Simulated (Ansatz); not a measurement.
**BH4O (charge -1): composite energy at a relaxed geometry in Python**

Aim: a composite energy at a relaxed geometry, for BH4O (charge -1), run from a script. SMILES: [BH3-]O.

All numbers are computed with Ansatz 0.2.0 through its Python package. The levels of theory stand in the script.

## (1) Starting point

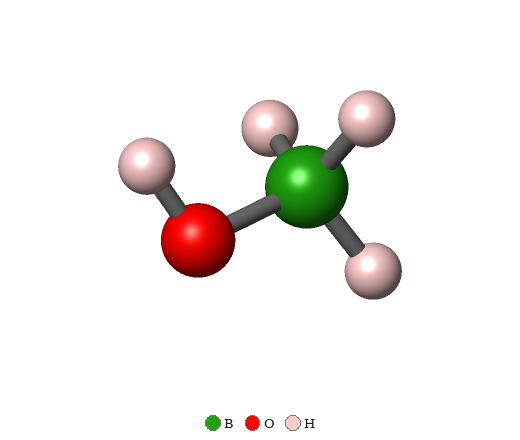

The starting structure, viewed from a chosen angle; boron green, oxygen red, hydrogen pink.

The script holds or builds the structure itself.

## (2) Script

Contents of composite_bh4o.py:

```python
'''Relax BH4O(-) cheaply, then refine its energy.'''

import itertools

import ansatz as az
from ase.data import atomic_numbers, covalent_radii
import numpy as np

GEOMETRY = '''
B    -0.36820    0.00130   -0.01550
O     0.98090   -0.44550   -0.40050
H    -0.48860    1.16760   -0.23450
H    -1.17710   -0.59840   -0.65170
H    -0.55150   -0.21020    1.14400
H     1.60450    0.08510    0.15830
'''

system = az.Crystal.molecule()
for line in GEOMETRY.strip().splitlines():
    symbol, *xyz = line.split()
    system = system.atom(symbol, [float(v) for v in xyz])

model = system.calculation()
model = model.basis(gaussian='def2-SVP')
model = model.functional('b3lyp', dispersion='d3bj')
model = model.charge(-1)
symbols = [site.symbol for site in system.cartesian_sites]
start = np.array([site.position_ang for site in system.cartesian_sites], dtype=float)
report = model.relax(force_tolerance=0.01).run(threads=1, backend='cpu').report
end = np.array(report['positions_ang'])
# pairs closer than 1.2 times the sum of covalent radii, before or after
radius = [covalent_radii[atomic_numbers[s]] for s in symbols]
span = lambda where, i, j: np.linalg.norm(where[i] - where[j])
bonded = [(i, j) for i, j in itertools.combinations(range(len(symbols)), 2) if min(span(start, i, j), span(end, i, j)) < 1.2 * (radius[i] + radius[j])]
print('pair        before    after (A)')
for i, j in bonded:
    print(f'{symbols[i]}{i}-{symbols[j]}{j}'.ljust(10), f'{span(start, i, j):8.4f} {span(end, i, j):8.4f}')

minimum = az.Crystal.molecule()
for symbol, place in zip(symbols, end):
    minimum = minimum.atom(symbol, place.tolist())
at_minimum = minimum.calculation().charge(-1)
# MP2 extrapolated to the basis limit, plus the small-basis difference CCSD(T) - MP2
level = lambda method, basis: at_minimum.basis(gaussian=basis).correlation(method).run(threads=1, backend='cpu').report
small, large, cluster = level('mp2', 'cc-pVDZ'), level('mp2', 'cc-pVTZ'), level('ccsd_t', 'cc-pVDZ')
corr = lambda each: (each['free_energy_ev'] - each['reference_energy_ev']) / 27.211386246
mp2_limit = (27 * corr(large) - 8 * corr(small)) / 19
pieces = {'HF / cc-pVTZ': large['reference_energy_ev'] / 27.211386246, 'MP2 correlation, DZ-TZ limit': mp2_limit, 'CCSD(T) - MP2 / cc-pVDZ': corr(cluster) - corr(small)}
for name, value in pieces.items():
    print(f'{name:32s} {value:14.6f} Ha')
print(f'{"sum":32s} {sum(pieces.values()):14.6f} Ha')
print('T1 diagnostic', round(cluster['correlation']['coupled_cluster']['t1_diagnostic'], 4))
```

## (3) Launch

Launch:

```console
> python composite_bh4o.py
```

The program printed:

```text
pair        before    after (A)
B0-O1        1.4724   1.4927
B0-H2        1.1928   1.2747
B0-H3        1.1911   1.2557
B0-H4        1.1928   1.2747
O1-H5        0.9913   0.9637
HF / cc-pVTZ                        -101.915571 Ha
MP2 correlation, DZ-TZ limit          -0.434130 Ha
CCSD(T) - MP2 / cc-pVDZ               -0.034340 Ha
sum                                 -102.384041 Ha
T1 diagnostic 0.0099
```

It took 9.2 s on 1 thread of Arm Neoverse V1, shared host; peak memory 0.22 GiB.

## (4) How the relaxation of run 0 went

The steps of the relaxation:

```csv
step,energy from step 1 (eV),largest force component (eV/Å)
1,0.0000,1.7566
2,-0.1987,0.5261
3,-0.2219,0.1324
4,-0.2224,0.0569
5,-0.2225,0.0222
6,-0.2225,0.0179
7,-0.2225,0.0004
```

Step 1 is the start.

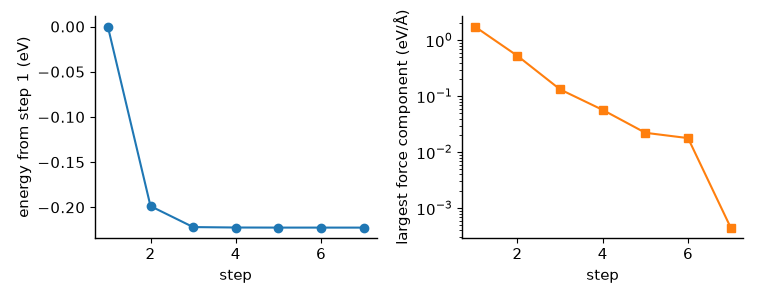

Energy and largest force along the relaxation.

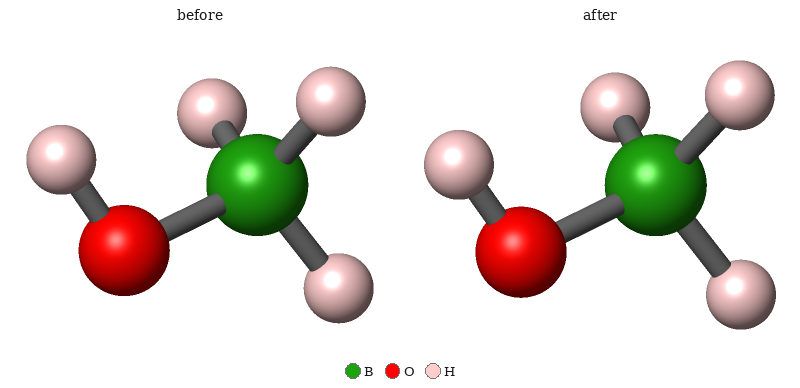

Before and after, at one scale.

Before: Bond lengths: B1–O2 1.472 Å, B1–H3 1.193 Å, B1–H4 1.191 Å, B1–H5 1.193 Å, O2–H6 0.991 Å. Angles: B1–O2–H6 105.5°, O2–B1–H3 109.9°, O2–B1–H4 109.3°, O2–B1–H5 109.9°, H3–B1–H4 109.0°, H3–B1–H5 109.7°, H4–B1–H5 109.0°.

After: Bond lengths: B1–O2 1.493 Å, B1–H3 1.275 Å, B1–H4 1.256 Å, B1–H5 1.275 Å, O2–H6 0.964 Å. Angles: B1–O2–H6 106.0°, O2–B1–H3 113.2°, O2–B1–H4 108.7°, O2–B1–H5 113.2°, H3–B1–H4 107.4°, H3–B1–H5 106.7°, H4–B1–H5 107.4°.

Run 0 is this relaxation; the runs after it count from 1.

## (5) Run by run

From the records of these 3 runs:

```csv
run,basis,method,energy (eV),iterations in all,CPU time (s)
1,cc-pVDZ,mp2,-2780.7109,12,0.18
2,cc-pVTZ,mp2,-2784.1134,12,1.2
3,cc-pVDZ,ccsd_t,-2781.6453,18,0.48
```

## (6) Results

```
        quantity           value
   T1 diagnostic          0.0099
composite energy  -102.384041 Ha
   runs compared               3
```

In words: All 3 runs converged, in 12 to 18 cycles. A T1 diagnostic under about 0.02 supports a single-reference treatment, as here. Run 0: The relaxation took 6 moves; the largest shift is 0.088 Å. Notes:
- The sum leaves out core correlation, relativity, the Hartree-Fock basis error and zero-point energy; a DZ-TZ extrapolation is rough.
- b3lyp holds the VWN-RPA fit, as in Gaussian; the form of ORCA and Turbomole is b3lyp5.
- Inner cores stay frozen, so this is valence correlation.
- An extrapolation from small basis sets is rough.
- Anions want diffuse functions, which this basis lacks.
